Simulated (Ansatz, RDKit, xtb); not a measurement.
# Isomers of C4H7BGe, a sample narrowed down, part 2 of 2

A sample of isomers of C4H7BGe is drawn. Aim: find which of them has the lowest free energy at 298.15 K, then its properties. The sample is small against all isomers, and the most stable one of this formula need not be in it.

xtb, Ansatz and PySCF; isolated molecules. Earlier steps stand in the parts before.

## 7. Harmonic analysis of the finalists

The lowest few in one piece go on as finalists. In this search the thermal terms come from GFN2-xTB at its own nearest minimum. The first, c709a:

Contents of start.xyz:

```xyz
13
c709a
C     -1.551042     1.801200     0.140621
C     -2.813629     2.059942    -0.267409
C     -3.825726     1.195265     0.446818
C     -3.239543     0.358551     1.332118
B     -1.685914     0.535129     1.081813
Ge    -0.218710    -0.847065     1.491976
H      1.190534    -0.232506     1.577551
H     -0.173236    -1.887915     0.354037
H     -0.474447    -1.634096     2.790717
H     -0.668932     2.302558    -0.263763
H     -3.114529     2.785776    -1.033122
H     -4.898286     1.262017     0.225832
H     -3.789947    -0.363905     1.938858
```

Started as:

```sh
$ xtb start.xyz --gfn 2 --ohess tight
```

Log, shortened:

```text
* xtb version 6.7.1
[...]
          :  # basis functions                  37          :
[...]
          :  # electrons                        30          :
[...]
          :  Hamiltonian                  GFN2-xTB          :
[...]
          :  net charge                          0          :
          :  unpaired electrons                  0          :
[...]
   *** convergence criteria satisfied after 14 iterations ***
[...]
   *** GEOMETRY OPTIMIZATION CONVERGED AFTER 18 ITERATIONS ***
[...]
   *** convergence criteria satisfied after 3 iterations ***
[...]
         ::                     SUMMARY                     ::
         :::::::::::::::::::::::::::::::::::::::::::::::::::::
         :: total energy             -15.184966679918 Eh    ::
         :: gradient norm              0.000085497202 Eh/a0 ::
         :: HOMO-LUMO gap              1.613920243384 eV    ::
         ::.................................................::
         :: SCC energy               -15.421279146024 Eh    ::
         :: -> isotropic ES            0.018262633415 Eh    ::
         :: -> anisotropic ES          0.002628725662 Eh    ::
         :: -> anisotropic XC          0.009153197095 Eh    ::
         :: -> dispersion             -0.008541775394 Eh    ::
         :: repulsion energy           0.236312466106 Eh    ::
         :: add. restraining           0.000000000000 Eh    ::
         :: total charge               0.000000000000 e     ::
         :::::::::::::::::::::::::::::::::::::::::::::::::::::
[...]
        15        2.0000           -0.3806105             -10.3569 (HOMO)
        16                         -0.3213000              -8.7430 (LUMO)
[...]
molecular dipole:
                 x           y           z       tot (Debye)
 q only:       -0.140       0.155      -0.012
   full:       -0.559       0.459      -0.238       1.936
molecular quadrupole (traceless):
[...]
          | TOTAL ENERGY              -15.184966679914 Eh   |
          | TOTAL ENTHALPY            -15.087662296903 Eh   |
          | TOTAL FREE ENERGY         -15.129652324954 Eh   |
          | GRADIENT NORM               0.000085539621 Eh/α |
[...]
```

It took 0.24 s on 2 threads of Arm Neoverse V2, shared host.

## 8. Thermal terms of the finalists

As xtb prints them, at 298.15 K, with its own treatment of low modes:

```
label             SMILES     spin  lowest mode (cm⁻¹)  zero-point (kcal/mol)  G − E (kcal/mol)
c709a  [GeH3][B]1C=CC=C1  singlet                  11                   55.6              34.7
c911a  [GeH3][C]1=CC=CB1  singlet                  77                   54.4              33.9
c608a  [GeH3][C]1=CBC=C1  singlet                  73                   54.3              33.8
```

## 9. The final energy

Each finalist gets a single point at CCSD(T)/def2-SVP + MP2/def2-TZVPP - MP2/def2-SVP.

c709a, CCSD(T)/def2-SVP:

Contents of input.yaml:

```yaml
crystal:
  periodic: [false, false, false]
  atoms:
    - symbol: C
      position_ang: [-1.551042, 1.801200, 0.140621]
    - symbol: C
      position_ang: [-2.813629, 2.059942, -0.267409]
    - symbol: C
      position_ang: [-3.825726, 1.195265, 0.446818]
    - symbol: C
      position_ang: [-3.239543, 0.358551, 1.332118]
    - symbol: B
      position_ang: [-1.685914, 0.535129, 1.081813]
    - symbol: Ge
      position_ang: [-0.218710, -0.847065, 1.491976]
    - symbol: H
      position_ang: [1.190534, -0.232506, 1.577551]
    - symbol: H
      position_ang: [-0.173236, -1.887915, 0.354037]
    - symbol: H
      position_ang: [-0.474447, -1.634096, 2.790717]
    - symbol: H
      position_ang: [-0.668932, 2.302558, -0.263763]
    - symbol: H
      position_ang: [-3.114529, 2.785776, -1.033122]
    - symbol: H
      position_ang: [-4.898286, 1.262017, 0.225832]
    - symbol: H
      position_ang: [-3.789947, -0.363905, 1.938858]
basis:
  gaussian: {orbitals: def2-SVP}
correlation: {method: ccsd_t, frozen_orbitals: {B: 1, C: 1, Ge: 9, H: 0}}
```

Started as:

```sh
$ ansatz run input.yaml --threads 2 --pin off --max-ram 5220MiB --events-out events.jsonl --progress --plain --runs-dir runs
```

Log, shortened:

```text
Warning: RAYON_NUM_THREADS=2 ignored (pool sized by the plan → 2); use --threads N
Functional definition: HF
  name "HF"
[...]
1406 factors; integrals over basis functions are off by at most 1.4e-3 eV
[...]
mean field -61365.37011030 eV, -2255.1357566119 hartree, gradient 4.1e-6 eV, S^2 0.000000; 0 other end points of the search recorded, 0 dependent functions left out; unrestricted orbitals would lower it
[...]
14 core orbitals not correlated: weight in the atoms' cores, before any rotation towards them, 1.000 or more for the frozen orbitals, at most 0.000 for the correlated occupied ones
reference -61365.37011030 eV, -2255.1357566119 hartree; 20, 20 occupied and 103, 103 virtual orbitals, 1406 factors
second order -22.53012609 eV of doubles, -0.00000000 eV of singles
cycle   1  -23.03947569 eV  change   -5.1e-1 eV  update   1.2e-1
[...]
cycle  10  -23.93741353 eV  change    4.2e-5 eV  update   3.7e-5
perturbative correction -0.94924250 eV, -0.0348840184 hartree
Total energy: -61390.25676633 eV, -2256.0503243521 hartree
```

Run time: 44 s. Hardware: 2 threads of Arm Neoverse V2, shared host; peak memory 1 GiB.

## 10. c709a at MP2/def2-TZVPP

Edit input.yaml of step 9 so:

```diff
@@ -30,3 +30,6 @@
 basis:
-  gaussian: {orbitals: def2-SVP}
-correlation: {method: ccsd_t, frozen_orbitals: {B: 1, C: 1, Ge: 9, H: 0}}
+  gaussian:
+    orbitals: def2-TZVPP
+correlation:
+  method: mp2
+  frozen_orbitals: {B: 1, C: 1, Ge: 9, H: 0}
```

Started as:

```sh
$ ansatz run input.yaml --threads 2 --pin off --max-ram 5220MiB --events-out events.jsonl --progress --plain --runs-dir runs
```

Log:

```text
Warning: RAYON_NUM_THREADS=2 ignored (pool sized by the plan → 2); use --threads N
[... 2 set-up lines as earlier in the session ...]
  exchange = exact_x
  correlation = 0
1823 factors; integrals over basis functions are off by at most 9.6e-4 eV
mean field evaluation 1: about -61373.0895 eV, gradient 3.8e1 eV
mean field evaluation 2: about -61373.3594 eV, gradient 3.8e1 eV
mean field evaluation 4: about -61377.7473 eV, gradient 4.6e0 eV
mean field evaluation 8: about -61377.8273 eV, gradient 2.9e-1 eV
mean field -61377.82794208 eV, -2255.5935734856 hartree, gradient 2.0e-6 eV, S^2 0.000000; 0 other end points of the search recorded, 0 dependent functions left out; unrestricted orbitals would lower it
mean field evaluation 16: about -61377.8491 eV, gradient 9.0e0 eV
14 core orbitals not correlated: weight in the atoms' cores, before any rotation towards them, 1.000 or more for the frozen orbitals, at most 0.000 for the correlated occupied ones
reference -61377.82794208 eV, -2255.5935734856 hartree; 20, 20 occupied and 267, 267 virtual orbitals, 1823 factors
second order -26.68725327 eV of doubles, -0.00000000 eV of singles
Total energy: -61404.51519536 eV, -2256.5743119540 hartree
```

Run time: 16 s. Hardware: 2 threads of Arm Neoverse V2, shared host; peak memory 0.97 GiB.

## 11. c911a at CCSD(T)/def2-SVP

Contents of input.yaml:

```yaml
crystal:
  periodic: [false, false, false]
  atoms:
    - {symbol: C, position_ang: [-1.642240, 0.401111, 0.903655]}
    - {symbol: C, position_ang: [-2.209881, 0.257374, -0.319192]}
    - {symbol: C, position_ang: [-3.411328, 1.154246, -0.512050]}
    - {symbol: C, position_ang: [-3.655265, 1.905704, 0.583434]}
    - {symbol: B, position_ang: [-2.537173, 1.506415, 1.632366]}
    - {symbol: Ge, position_ang: [-0.095483, -0.565403, 1.526774]}
    - {symbol: H, position_ang: [-0.437242, -1.369623, 2.793577]}
    - {symbol: H, position_ang: [0.391886, -1.529489, 0.431599]}
    - {symbol: H, position_ang: [1.040673, 0.408922, 1.885061]}
    - {symbol: H, position_ang: [-1.873421, -0.420852, -1.115019]}
    - {symbol: H, position_ang: [-3.983255, 1.157832, -1.448239]}
    - {symbol: H, position_ang: [-4.477721, 2.621350, 0.652842]}
    - {symbol: H, position_ang: [-2.386468, 1.940093, 2.748975]}
basis:
  gaussian: {orbitals: def2-SVP}
correlation: {method: ccsd_t, frozen_orbitals: {B: 1, C: 1, Ge: 9, H: 0}}
```

Started as:

```sh
$ ansatz run input.yaml --threads 2 --pin off --max-ram 5220MiB --events-out events.jsonl --progress --plain --runs-dir runs
```

Log, shortened:

```text
Warning: RAYON_NUM_THREADS=2 ignored (pool sized by the plan → 2); use --threads N
[... 2 set-up lines as earlier in the session ...]
[...]
1404 factors; integrals over basis functions are off by at most 1.4e-3 eV
[...]
mean field -61365.48056486 eV, -2255.1398157419 hartree, gradient 4.0e-6 eV, S^2 0.000000; 0 other end points of the search recorded, 0 dependent functions left out; unrestricted orbitals would lower it
14 core orbitals not correlated: weight in the atoms' cores, before any rotation towards them, 1.000 or more for the frozen orbitals, at most 0.000 for the correlated occupied ones
reference -61365.48056486 eV, -2255.1398157419 hartree; 20, 20 occupied and 103, 103 virtual orbitals, 1404 factors
second order -22.48091085 eV of doubles, -0.00000000 eV of singles
cycle   1  -22.94250921 eV  change   -4.6e-1 eV  update   1.2e-1
[...]
cycle  11  -23.84438716 eV  change   -3.6e-5 eV  update   2.2e-5
perturbative correction -0.94633629 eV, -0.0347772173 hartree
Total energy: -61390.27128831 eV, -2256.0508580250 hartree
```

It took 44 s on 2 threads of Arm Neoverse V2, shared host; peak memory 1 GiB.

For c709a, c911a, c608a the log finds that unrestricted Hartree-Fock orbitals lie lower, a sign to watch the closed-shell reference there.

## 12. Putting it together

Energies in kcal/mol from c911a; G adds the thermal terms to the CCSD(T)/def2-SVP + MP2/def2-TZVPP - MP2/def2-SVP energy. The columns left of the relaxed level are at the tight-binding geometries.

```
label             SMILES     spin  GFN2-xTB  HF/STO-3G  r2SCAN-D4/def2-SVP  r2SCAN-D4/def2-SVP, relaxed  HF/def2-SVP  MP2/def2-SVP  CCSD(T)/def2-SVP + MP2/def2-TZVPP - MP2/def2-SVP    G  share at equilibrium     T1
c911a  [GeH3][C]1=CC=CB1  singlet       0.0        0.0                 0.0                          0.0          0.0           0.0                                               0.0  0.0                79.6 %  0.011
c709a  [GeH3][B]1C=CC=C1  singlet       2.8        4.0                -0.7                         -1.5          2.5           1.4                                               0.4  1.2                10.3 %  0.012
c608a  [GeH3][C]1=CBC=C1  singlet       0.0       -0.2                 1.4                          1.3          2.1           1.5                                               1.3  1.2                10.1 %  0.011
```

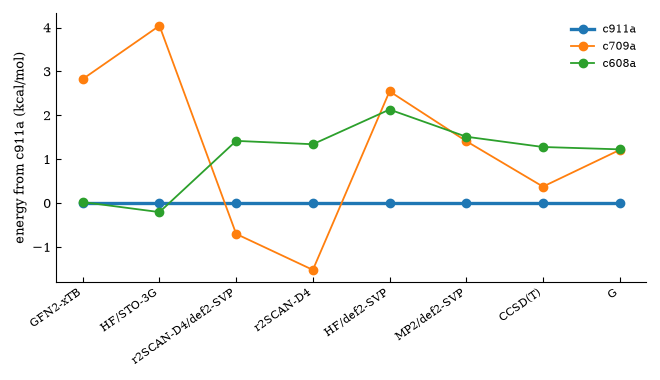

The finalists at each level, measured from c911a.

Lowest found: c911a, `[GeH3][C]1=CC=CB1`, a singlet. Bond lengths: C1–C2 1.356 Å, C2–C3 1.512 Å, C3–C4 1.351 Å, C1–B5 1.598 Å, C4–B5 1.584 Å, C1–Ge6 1.927 Å, Ge6–H7 1.539 Å, Ge6–H8 1.538 Å, Ge6–H9 1.539 Å, C2–H10 1.098 Å, C3–H11 1.097 Å, C4–H12 1.092 Å, B5–H13 1.207 Å. Some angles: C1–C2–C3 112.6°, C2–C1–B5 104.5°, C2–C1–Ge6 125.1°, B5–C1–Ge6 130.5°, C2–C3–C4 111.7°, C3–C4–B5 105.6°, C1–B5–C4 105.5°, C1–C2–H10 126.2°, C3–C2–H10 121.2°, C2–C3–H11 121.7°.

```xyz
13

C    -1.6422    0.4011    0.9037
C    -2.2099    0.2574   -0.3192
C    -3.4113    1.1542   -0.5121
C    -3.6553    1.9057    0.5834
B    -2.5372    1.5064    1.6324
Ge   -0.0955   -0.5654    1.5268
H    -0.4372   -1.3696    2.7936
H     0.3919   -1.5295    0.4316
H     1.0407    0.4089    1.8851
H    -1.8734   -0.4209   -1.1150
H    -3.9833    1.1578   -1.4482
H    -4.4777    2.6214    0.6528
H    -2.3865    1.9401    2.7490
```

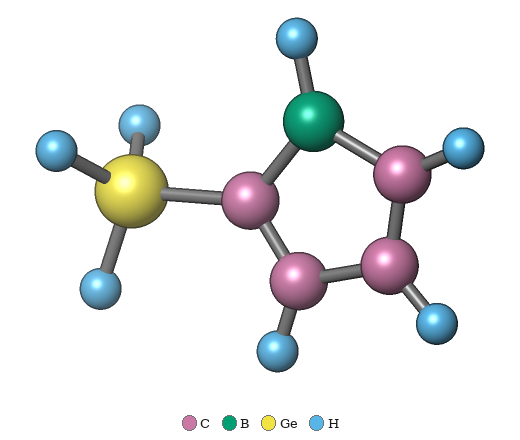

The lowest structure found, seen from a chosen angle (carbon pink, boron teal, germanium yellow, hydrogen blue).

## 13. Outcome

What follows sums up all 2 parts.

| quantity | value |
| --- | --- |
| lowest structure found | [GeH3][C]1=CC=CB1, singlet |
| next finalist | [GeH3][B]1C=CC=C1, singlet, 1.2 kcal/mol higher in G |
| share at equilibrium, among the finalists | 79.6 % |
| funnel | 3 starts, 3 minima at GFN2-xTB, 6 screening runs, 3 relaxed, 3 ranked |
| CPU time of all runs | 11 min |

**Reading.** The lowest structure found is `[GeH3][C]1=CC=CB1`. Its margin of 1.2 kcal/mol is inside the likely error of CCSD(T)/def2-SVP + MP2/def2-TZVPP - MP2/def2-SVP with harmonic terms (about 1.5 kcal/mol), so the order of the first two is not settled. GFN2-xTB, HF/def2-SVP and MP2/def2-SVP already put its bonding pattern lowest among the structures in one piece; HF/STO-3G favours the singlet [GeH3][C]1=CBC=C1; r2SCAN-D4/def2-SVP and r2SCAN-D4/def2-SVP, relaxed favour the singlet [GeH3][B]1C=CC=C1. The largest share of the time went into the final energies (52 %). Lowest found is not proven lowest: the search is finite, and each finalist counts with one conformer. Only 3 drawn patterns were tried, so whole families of isomers are missing, and the result ranks this sample alone. The lowest isomer need not be the one that is made and kept in a bottle, which depends on barriers.
